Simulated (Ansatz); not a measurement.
# CH₅AlBN: a spread of methods and bases

How do the results and run time of CH₅AlBN respond when the settings are drawn wide?

The runs use Ansatz 0.2.0, Gaussian basis; the settings change from run to run.

**1. The relaxed structure**

The geometry comes from an earlier relaxation with PBE0-D4 in a triple-zeta def2 set; it is a stationary point, not always the lowest conformer.

SMILES `[BH2][Al]1[CH2][NH]1`, 9 atoms, charge 0, spin multiplicity 1.

Atoms are counted from 1 here; the program's logs count them from 0.

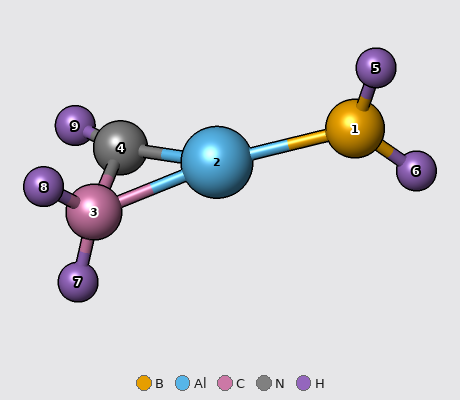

The structure; boron amber, aluminium blue, carbon pink, nitrogen grey, hydrogen purple; atoms are numbered from 1 in the order of the file.

**2. B97M-V/cc-pVTZ-DK**

This run has atoms shaken by 0.08 Å.

File in.yaml:

```yaml
crystal:
  periodic: [false, false, false]
  atoms:
    - {symbol: B, position_ang: [-0.929135, 1.679698, -1.264798]}
    - {symbol: Al, position_ang: [-0.128029, 0.272646, -0.129240]}
    - {symbol: C, position_ang: [0.754859, -1.438332, 0.437393]}
    - {symbol: N, position_ang: [0.331957, -0.412229, 1.376418]}
    - {symbol: H, position_ang: [-0.234686, 2.380279, -1.884680]}
    - {symbol: H, position_ang: [-1.954051, 1.844450, -1.306619]}
    - {symbol: H, position_ang: [-0.047906, -2.448313, 0.482572]}
    - {symbol: H, position_ang: [1.649779, -1.660628, 0.228664]}
    - {symbol: H, position_ang: [0.675449, -0.542931, 2.356594]}
basis:
  gaussian: {orbitals: cc-pVTZ-DK}
hamiltonian: {xc: {name: B97M-V}}
output: {forces: true}
```

On the command line:

```
$ ansatz run in.yaml --threads 2 --pin off --events-out ev --progress --plain --max-ram 4352MiB
```

Output:

```text
Functional definition: B97M-V
  name "B97M-V"
  cite "Mardirossian & Head-Gordon, J. Chem. Phys. 142, 074111 (2015) doi:10.1063/1.4907719"
  cite "Becke, J. Chem. Phys. 107, 8554 (1997) doi:10.1063/1.475007"
  cite "Vydrov & Van Voorhis, J. Chem. Phys. 133, 244103 (2010) doi:10.1063/1.3521275"
  # Of w^i u^j: cxij and so on, Table III.
  parameter cx00 = 1.000
  parameter cx01 = 1.308
  parameter cx02 = 1.901
  parameter cx10 = 0.416
  parameter cx11 = 3.070
  parameter css00 = 1.000
  parameter css02 = -1.855
  parameter css10 = -5.668
  parameter css32 = -20.497
  parameter css42 = -20.364
  parameter cos00 = 1.000
  parameter cos01 = 1.573
  parameter cos03 = -6.298
  parameter cos10 = 2.535
  parameter cos32 = -6.427
  parameter b = 6.0
  parameter c = 0.01
  gx(w, u) = cx00 + cx01*u + cx02*u^2 + (cx10 + cx11*u)*w
  gss(w, u) = css00 + css02*u^2 + css10*w + (css32*w^3 + css42*w^4)*u^2
  gos(w, u) = cos00 + cos01*u + cos03*u^3 + cos10*w + cos32*w^3*u^2
  exchange = spin_sum(e_x_unif_s*gx(b97_w, b97_u_x))
  correlation = spin_sum(e_c_pw_mod_same_spin*gss(b97_w, b97_u_same))
      + integral(e_c_pw_mod_opposite_spin*gos(b97_w_opposite, b97_u_opposite)) + vv10(b, c)
1126 factors; their error is unknown
mean field evaluation 1: about -9876.5432 eV, gradient 7.5e1 eV
mean field evaluation 2: about -9763.2416 eV, gradient 1.8e2 eV
mean field evaluation 4: about -9878.9483 eV, gradient 5.3e1 eV
mean field evaluation 8: about -9890.8518 eV, gradient 3.9e-1 eV
mean field evaluation 16: about -9890.8267 eV, gradient 9.3e-4 eV
mean field -9890.82668905 eV, -363.4811765794 hartree, gradient 8.4e-5 eV, S^2 0.000000; 0 other end points of the search recorded, 0 dependent functions left out
the calculation of the forces begins
reference -9890.82675703 eV, -363.4811790775 hartree; 18, 18 occupied and 176, 176 virtual orbitals, 1126 factors
Total energy: -9890.82675703 eV, -363.4811790775 hartree
Relativity: scalar
Atom 0 at    -0.929135     1.679698    -1.264798 Å, force     4.272493    -0.092418     0.205008 eV/Å
Atom 1 at    -0.128029     0.272646    -0.129240 Å, force     0.570718    -1.253280     0.209365 eV/Å
Atom 2 at     0.754859    -1.438332     0.437393 Å, force   -10.256981    -0.593278     0.714893 eV/Å
Atom 3 at     0.331957    -0.412229     1.376418 Å, force     1.576101    -0.733415     2.590045 eV/Å
Atom 4 at    -0.234686     2.380279    -1.884680 Å, force     0.351540     0.347546    -0.471140 eV/Å
Atom 5 at    -1.954051     1.844450    -1.306619 Å, force    -5.183299     0.793840    -0.416095 eV/Å
Atom 6 at    -0.047906    -2.448313     0.482572 Å, force     2.531713     2.482828    -0.369237 eV/Å
Atom 7 at     1.649779    -1.660628     0.228664 Å, force     6.825204    -1.650299    -1.008051 eV/Å
Atom 8 at     0.675449    -0.542931     2.356594 Å, force    -0.687489     0.698478    -1.454787 eV/Å
Dipole moment:     0.004718     0.208935     0.002882 e Å
```

Run time: 13 s. Hardware: 2 threads of Arm Neoverse V1, shared host.

Largest force 10.299 eV/Å, dipole 1.00 D.

**3. wB97X/cc-pVTZ-DK**

File in.yaml:

```yaml
crystal:
  periodic: [false, false, false]
  atoms:
    - {symbol: B, position_ang: [-0.944843, 1.758714, -1.320269]}
    - {symbol: Al, position_ang: [-0.116623, 0.189856, -0.187687]}
    - {symbol: C, position_ang: [0.673192, -1.482391, 0.400475]}
    - {symbol: N, position_ang: [0.398256, -0.383059, 1.361252]}
    - {symbol: H, position_ang: [-0.254360, 2.556267, -1.884343]}
    - {symbol: H, position_ang: [-2.126102, 1.871514, -1.471041]}
    - {symbol: H, position_ang: [0.079138, -2.390778, 0.528332]}
    - {symbol: H, position_ang: [1.726232, -1.717369, 0.225376]}
    - {symbol: H, position_ang: [0.653710, -0.449154, 2.330906]}
basis:
  gaussian: {orbitals: cc-pVTZ-DK}
hamiltonian: {xc: {name: wB97X}}
output: {forces: true}
```

Launched as before.

Output, cut to the lines that bear on the results:

```text
Functional definition: wB97X
  name "wB97X"
  cite "Chai & Head-Gordon, J. Chem. Phys. 128, 084106 (2008) doi:10.1063/1.2834918"
  cite "Becke, J. Chem. Phys. 107, 8554 (1997) doi:10.1063/1.475007"
[...]
  # The coefficients of nought are those of the uniform gas.
[...]
      + exact_x_lr(omega)
[...]
      + integral(e_c_pw_opposite_spin*poly(b97_u_opposite, 1, cos1, cos2, cos3, cos4))
1131 factors; their error is unknown
273 factors; integrals over basis functions are off by at most 1.4e-5 eV
[...]
mean field -9892.97572479 eV, -363.5601521862 hartree, gradient 5.7e-5 eV, S^2 0.000000; 0 other end points of the search recorded, 0 dependent functions left out
[...]
reference -9892.97568608 eV, -363.5601507638 hartree; 18, 18 occupied and 176, 176 virtual orbitals, 1131 factors
Total energy: -9892.97568608 eV, -363.5601507638 hartree
Relativity: scalar
Atom 0 at    -0.944843     1.758714    -1.320269 Å, force    -0.033941     0.032354    -0.092775 eV/Å
Atom 1 at    -0.116623     0.189856    -0.187687 Å, force     0.106820    -0.213544     0.081512 eV/Å
Atom 2 at     0.673192    -1.482391     0.400475 Å, force    -0.059117    -0.045266    -0.353119 eV/Å
Atom 3 at     0.398256    -0.383059     1.361252 Å, force    -0.001604     0.197201     0.312391 eV/Å
Atom 4 at    -0.254360     2.556267    -1.884343 Å, force    -0.049534    -0.021324     0.040666 eV/Å
Atom 5 at    -2.126102     1.871514    -1.471041 Å, force     0.062777     0.017923     0.014297 eV/Å
Atom 6 at     0.079138    -2.390778     0.528332 Å, force     0.078295     0.055140     0.037395 eV/Å
Atom 7 at     1.726232    -1.717369     0.225376 Å, force    -0.077792    -0.001529     0.058428 eV/Å
Atom 8 at     0.653710    -0.449154     2.330906 Å, force    -0.025903    -0.020955    -0.098794 eV/Å
Dipole moment:    -0.117533     0.258946    -0.153478 e Å
```

Run time: 11 s. Hardware: 2 threads of Arm Neoverse V1, shared host; peak memory 0.49 GiB.

Largest force 0.369 eV/Å, dipole 1.55 D.

**4. PBE0-DH/x2c-TZVPPall**

This run has unrestricted orbitals, atoms shaken by 0.15 Å, density fitting with cc-pVTZ-jkfit, a point charge of 2.00 e beside it, high accuracy.

File in.yaml:

```yaml
crystal:
  periodic: [false, false, false]
  atoms:
    - {symbol: B, position_ang: [-0.900606, 1.629228, -1.144425]}
    - {symbol: Al, position_ang: [-0.070409, 0.204750, 0.164628]}
    - {symbol: C, position_ang: [0.839515, -1.591374, 0.317624]}
    - {symbol: N, position_ang: [0.263252, -0.359183, 1.331046]}
    - {symbol: H, position_ang: [-0.142598, 2.683357, -1.894786]}
    - {symbol: H, position_ang: [-2.188200, 1.984047, -1.505572]}
    - {symbol: H, position_ang: [-0.154086, -2.318981, 0.457645]}
    - {symbol: H, position_ang: [1.777180, -1.769386, 0.090685]}
    - {symbol: H, position_ang: [0.648221, -0.819308, 2.443909]}
basis:
  gaussian: {orbitals: x2c-TZVPPall, fitting: {mean_field: cc-pVTZ-jkfit}, point_charges: [{charge: 2.00, position_ang: [6.506, 0.517, -0.981]}]}
magnetization: {spin_polarized: true, initial_magnetization: 0}
hamiltonian: {xc: {name: PBE0-DH}}
accuracy: high
output: {forces: true}
```

Launched as before.

Output, cut to the lines that bear on the results:

```text
Functional definition: PBE0-DH
  name "PBE0-DH"
  cite "Brémond & Adamo, J. Chem. Phys. 135, 024106 (2011) doi:10.1063/1.3604569"
  cite "Perdew, Burke & Ernzerhof, Phys. Rev. Lett. 77, 3865 (1996) doi:10.1103/PhysRevLett.77.3865"
[...]
508 factors; integrals over basis functions are off by at most 8.1e-1 eV
[...]
mean field -9875.95447042 eV, -362.9346326255 hartree, gradient 3.8e-8 eV, S^2 0.000000; 0 other end points of the search recorded, 0 dependent functions left out
8 core orbitals not correlated: weight in the atoms' cores, before any rotation towards them, 0.999 or more for the frozen orbitals, at most 0.001 for the correlated occupied ones
reference -9875.95447265 eV, -362.9346327074 hartree; 10, 10 occupied and 187, 187 virtual orbitals, 508 factors
second order -19.10602358 eV of doubles, -0.00000000 eV of singles
[...]
Total energy: -9878.34272559 eV, -363.0223993844 hartree
Relativity: scalar
Atom 0 at    -0.900606     1.629228    -1.144425 Å, force    -1.182020     3.983749    -2.574143 eV/Å
Atom 1 at    -0.070409     0.204750     0.164628 Å, force    -7.243421    10.952512   -26.295010 eV/Å
Atom 2 at     0.839515    -1.591374     0.317624 Å, force   -10.849032     2.258123     1.104493 eV/Å
Atom 3 at     0.263252    -0.359183     1.331046 Å, force    11.923696   -16.228391    30.740631 eV/Å
Atom 4 at    -0.142598     2.683357    -1.894786 Å, force    -1.299577    -2.629856     1.790020 eV/Å
Atom 5 at    -2.188200     1.984047    -1.505572 Å, force     2.626355    -1.248359     0.975187 eV/Å
Atom 6 at    -0.154086    -2.318981     0.457645 Å, force     3.952936     1.197254    -0.802598 eV/Å
Atom 7 at     1.777180    -1.769386     0.090685 Å, force     4.502155    -0.989659    -0.097625 eV/Å
Atom 8 at     0.648221    -0.819308     2.443909 Å, force    -2.378100     2.721058    -4.830466 eV/Å
Dipole moment:    -0.346854     0.064610     0.282626 e Å
```

It took 45 s on 2 threads of Arm Neoverse V1, shared host; peak memory 0.93 GiB.

Largest force 36.749 eV/Å, dipole 2.17 D, ⟨S²⟩ 0.000.

**5. B2GP-PLYP/def2-TZVP**

Options: high accuracy.

File in.yaml:

```yaml
crystal:
  periodic: [false, false, false]
  atoms:
    - {symbol: B, position_ang: [-0.944843, 1.758714, -1.320269]}
    - {symbol: Al, position_ang: [-0.116623, 0.189856, -0.187687]}
    - {symbol: C, position_ang: [0.673192, -1.482391, 0.400475]}
    - {symbol: N, position_ang: [0.398256, -0.383059, 1.361252]}
    - {symbol: H, position_ang: [-0.254360, 2.556267, -1.884343]}
    - {symbol: H, position_ang: [-2.126102, 1.871514, -1.471041]}
    - {symbol: H, position_ang: [0.079138, -2.390778, 0.528332]}
    - {symbol: H, position_ang: [1.726232, -1.717369, 0.225376]}
    - {symbol: H, position_ang: [0.653710, -0.449154, 2.330906]}
basis:
  gaussian: {orbitals: def2-TZVP}
hamiltonian: {xc: {name: B2GP-PLYP}}
accuracy: high
```

Launched as before.

Output, cut to the lines that bear on the results:

```text
Functional definition: B2GP-PLYP
  name "B2GP-PLYP"
  cite "Karton, Tarnopolsky, Lamère, Schatz & Martin, J. Phys. Chem. A 112, 12868 (2008) doi:10.1021/jp801805p"
  cite "Becke, Phys. Rev. A 38, 3098 (1988) doi:10.1103/PhysRevA.38.3098"
  cite "Lee, Yang & Parr, Phys. Rev. B 37, 785 (1988) doi:10.1103/PhysRevB.37.785"
[...]
2879 factors; integrals over basis functions are off by at most 5.5e-9 eV
[...]
mean field -9866.48232979 eV, -362.5865378779 hartree, gradient 2.7e-8 eV, S^2 0.000000; 0 other end points of the search recorded, 0 dependent functions left out
8 core orbitals not correlated: weight in the atoms' cores, before any rotation towards them, 1.000 or more for the frozen orbitals, at most 0.000 for the correlated occupied ones
reference -9866.48235149 eV, -362.5865386752 hartree; 10, 10 occupied and 142, 142 virtual orbitals, 2879 factors
second order -16.93161857 eV of doubles, -0.00000000 eV of singles
Total energy: -9872.57773417 eV, -362.8105398573 hartree
```

Wall time 15 s (2 threads of Arm Neoverse V1, shared host); peak memory 0.67 GiB.

**6. B97M-V/cc-pVDZ**

Set apart from the defaults: charge +1, multiplicity 2, restricted open-shell orbitals, high accuracy, the search for lower states set to light.

Edit in.yaml of step 5 so:

```diff
@@ -13,4 +13,8 @@
 basis:
-  gaussian: {orbitals: def2-TZVP}
-hamiltonian: {xc: {name: B2GP-PLYP}}
+  gaussian: {orbitals: cc-pVDZ}
+total_charge: 1
+magnetization: {spin_polarized: false, initial_magnetization: 1}
+hamiltonian: {xc: {name: B97M-V}}
 accuracy: high
+scf: {lower_state_search: light}
+output: {forces: true}
```

Launched as before.

Output, cut to the lines that bear on the results:

```text
Functional definition: B97M-V
  name "B97M-V"
  cite "Mardirossian & Head-Gordon, J. Chem. Phys. 142, 074111 (2015) doi:10.1063/1.4907719"
  cite "Becke, J. Chem. Phys. 107, 8554 (1997) doi:10.1063/1.475007"
  cite "Vydrov & Van Voorhis, J. Chem. Phys. 133, 244103 (2010) doi:10.1063/1.3521275"
  # Of w^i u^j: cxij and so on, Table III.
[...]
  gx(w, u) = cx00 + cx01*u + cx02*u^2 + (cx10 + cx11*u)*w
  gss(w, u) = css00 + css02*u^2 + css10*w + (css32*w^3 + css42*w^4)*u^2
  gos(w, u) = cos00 + cos01*u + cos03*u^3 + cos10*w + cos32*w^3*u^2
[...]
      + integral(e_c_pw_mod_opposite_spin*gos(b97_w_opposite, b97_u_opposite)) + vv10(b, c)
1973 factors; integrals over basis functions are off by at most 6.7e-9 eV
[...]
mean field -9869.32340970 eV, -362.6909456387 hartree, gradient 2.4e-8 eV, S^2 0.750000; 4 other end points of the search recorded, 0 dependent functions left out
[...]
Total energy: -9869.32341596 eV, -362.6909458690 hartree
Atom 0 at    -0.944843     1.758714    -1.320269 Å, force    -0.163082     0.185365    -0.087417 eV/Å
Atom 1 at    -0.116623     0.189856    -0.187687 Å, force    -1.289000     1.016666    -3.546010 eV/Å
Atom 2 at     0.673192    -1.482391     0.400475 Å, force    -0.235417     1.726137    -0.320402 eV/Å
Atom 3 at     0.398256    -0.383059     1.361252 Å, force     0.905294    -2.391369     2.263360 eV/Å
Atom 4 at    -0.254360     2.556267    -1.884343 Å, force     0.202810    -0.033551     0.055452 eV/Å
Atom 5 at    -2.126102     1.871514    -1.471041 Å, force    -0.077593    -0.138348     0.092843 eV/Å
Atom 6 at     0.079138    -2.390778     0.528332 Å, force    -0.331232    -0.187273     0.041000 eV/Å
Atom 7 at     1.726232    -1.717369     0.225376 Å, force     0.329957    -0.292964     0.751555 eV/Å
Atom 8 at     0.653710    -0.449154     2.330906 Å, force     0.658262     0.115337     0.749619 eV/Å
Dipole moment:     0.089710    -0.086175     0.269345 e Å
```

Run time: 68 s. Hardware: 2 threads of Arm Neoverse V1, shared host; peak memory 0.87 GiB.

Largest force 3.908 eV/Å.

**7. rPW86-PBE/aug-cc-pVTZ**

Set apart from the defaults: atoms shaken by 0.03 Å, rVV10 dispersion, high accuracy.

File in.yaml:

```yaml
crystal:
  periodic: [false, false, false]
  atoms:
    - {symbol: B, position_ang: [-0.887862, 1.729222, -1.320486]}
    - {symbol: Al, position_ang: [-0.136458, 0.249166, -0.199525]}
    - {symbol: C, position_ang: [0.661423, -1.441590, 0.397310]}
    - {symbol: N, position_ang: [0.398989, -0.401150, 1.360721]}
    - {symbol: H, position_ang: [-0.230643, 2.553422, -1.884038]}
    - {symbol: H, position_ang: [-2.059778, 1.873375, -1.473321]}
    - {symbol: H, position_ang: [0.137909, -2.433549, 0.480152]}
    - {symbol: H, position_ang: [1.687702, -1.734890, 0.203156]}
    - {symbol: H, position_ang: [0.649417, -0.474735, 2.393082]}
basis:
  gaussian: {orbitals: aug-cc-pVTZ}
hamiltonian: {xc: {name: rPW86-PBE}, dispersion: rvv10}
accuracy: high
output: {forces: true}
```

Same command.

Output, cut to the lines that bear on the results:

```text
Functional definition: rPW86-PBE+rVV10
  name "rPW86-PBE+rVV10"
  cite "Murray, Lee & Langreth, J. Chem. Theory Comput. 5, 2754 (2009) doi:10.1021/ct900365q"
  cite "Perdew, Burke & Ernzerhof, Phys. Rev. Lett. 77, 3865 (1996) doi:10.1103/PhysRevLett.77.3865"
  cite "Vydrov & Van Voorhis, J. Chem. Phys. 133, 244103 (2010) doi:10.1063/1.3521275"
  cite "Sabatini, Gorni & de Gironcoli, Phys. Rev. B 87, 041108(R) (2013) doi:10.1103/PhysRevB.87.041108"
  parent "pbe"
[...]
4524 factors; integrals over basis functions are off by at most 3.2e-9 eV
[...]
mean field -9891.86500418 eV, -363.5193339567 hartree, gradient 3.5e-8 eV, S^2 0.000000; 1 other end points of the search recorded, 0 dependent functions left out
[...]
reference -9891.86502613 eV, -363.5193347632 hartree; 18, 18 occupied and 285, 285 virtual orbitals, 4524 factors
Total energy: -9891.86502613 eV, -363.5193347632 hartree
Atom 0 at    -0.887862     1.729222    -1.320486 Å, force    -0.411409     1.020212    -0.411860 eV/Å
Atom 1 at    -0.136458     0.249166    -0.199525 Å, force     0.407218    -0.690967     0.640787 eV/Å
Atom 2 at     0.661423    -1.441590     0.397310 Å, force    -0.054816    -1.965338    -0.356030 eV/Å
Atom 3 at     0.398989    -0.401150     1.360721 Å, force     0.116614     0.506959     2.083756 eV/Å
Atom 4 at    -0.230643     2.553422    -1.884038 Å, force     0.132754    -0.117963    -0.027986 eV/Å
Atom 5 at    -2.059778     1.873375    -1.473321 Å, force    -0.153041    -0.119503    -0.043862 eV/Å
Atom 6 at     0.137909    -2.433549     0.480152 Å, force    -0.313565     0.801506     0.028972 eV/Å
Atom 7 at     1.687702    -1.734890     0.203156 Å, force     0.686637     0.384793    -0.145426 eV/Å
Atom 8 at     0.649417    -0.474735     2.393082 Å, force    -0.410392     0.180301    -1.768350 eV/Å
Dipole moment:    -0.051989     0.136288    -0.046058 e Å
```

Run time: 1.9 min. Hardware: 2 threads of Arm Neoverse V1, shared host; peak memory 2.7 GiB.

Largest force 2.148 eV/Å, dipole 0.73 D.

**8. wB97M-V/aug-cc-pVDZ**

This run has density fitting with def2-universal-jkfit, the search for lower states set to full.

File in.yaml:

```yaml
crystal:
  periodic: [false, false, false]
  atoms:
    - {symbol: B, position_ang: [-0.944843, 1.758714, -1.320269]}
    - {symbol: Al, position_ang: [-0.116623, 0.189856, -0.187687]}
    - {symbol: C, position_ang: [0.673192, -1.482391, 0.400475]}
    - {symbol: N, position_ang: [0.398256, -0.383059, 1.361252]}
    - {symbol: H, position_ang: [-0.254360, 2.556267, -1.884343]}
    - {symbol: H, position_ang: [-2.126102, 1.871514, -1.471041]}
    - {symbol: H, position_ang: [0.079138, -2.390778, 0.528332]}
    - {symbol: H, position_ang: [1.726232, -1.717369, 0.225376]}
    - {symbol: H, position_ang: [0.653710, -0.449154, 2.330906]}
basis:
  gaussian: {orbitals: aug-cc-pVDZ, fitting: {mean_field: def2-universal-jkfit}}
hamiltonian: {xc: {name: wB97M-V}}
scf: {lower_state_search: full}
output: {forces: true}
```

The command is unchanged.

Output, cut to the lines that bear on the results:

```text
Functional definition: wB97M-V
  name "wB97M-V"
  cite "Mardirossian & Head-Gordon, J. Chem. Phys. 144, 214110 (2016) doi:10.1063/1.4952647"
  cite "Becke, J. Chem. Phys. 107, 8554 (1997) doi:10.1063/1.475007"
  cite "Vydrov & Van Voorhis, J. Chem. Phys. 133, 244103 (2010) doi:10.1063/1.3521275"
  # Of w^i u^j: cxij and so on, Table III.
[...]
  gx(w, u) = 1 - cx + cx01*u + cx10*w
  gss(w, u) = css00 + css04*u^4 + css10*w + css20*w^2 + css43*w^4*u^3
  gos(w, u) = cos00 + cos10*w + (cos20 + cos21*u)*w^2 + (cos60 + cos61*u)*w^6
[...]
      + integral(e_c_pw_mod_opposite_spin*gos(b97_w_opposite, b97_u_opposite)) + vv10(b, c)
445 factors; integrals over basis functions are off by at most 2.7e-1 eV
445 factors; integrals over basis functions are off by at most 4.4e-3 eV
[...]
Total energy: -9877.34094590 eV, -362.9855846596 hartree
Atom 0 at    -0.944843     1.758714    -1.320269 Å, force     0.028196    -0.071233     0.017763 eV/Å
Atom 1 at    -0.116623     0.189856    -0.187687 Å, force    -0.265173     0.349969    -0.703473 eV/Å
Atom 2 at     0.673192    -1.482391     0.400475 Å, force     0.006100    -0.173183    -0.302900 eV/Å
Atom 3 at     0.398256    -0.383059     1.361252 Å, force     0.108915     0.044849     0.719302 eV/Å
Atom 4 at    -0.254360     2.556267    -1.884343 Å, force     0.044683     0.047048    -0.012684 eV/Å
Atom 5 at    -2.126102     1.871514    -1.471041 Å, force    -0.064531     0.005806     0.010164 eV/Å
Atom 6 at     0.079138    -2.390778     0.528332 Å, force    -0.091365    -0.160975     0.055802 eV/Å
Atom 7 at     1.726232    -1.717369     0.225376 Å, force     0.187438    -0.042108    -0.000481 eV/Å
Atom 8 at     0.653710    -0.449154     2.330906 Å, force     0.045738    -0.000172     0.216508 eV/Å
Dipole moment:    -0.118561     0.254897    -0.165963 e Å
```

It took 13 s on 2 threads of Arm Neoverse V1, shared host.

Largest force 0.829 eV/Å, dipole 1.57 D.

[end of part 1 of 2]
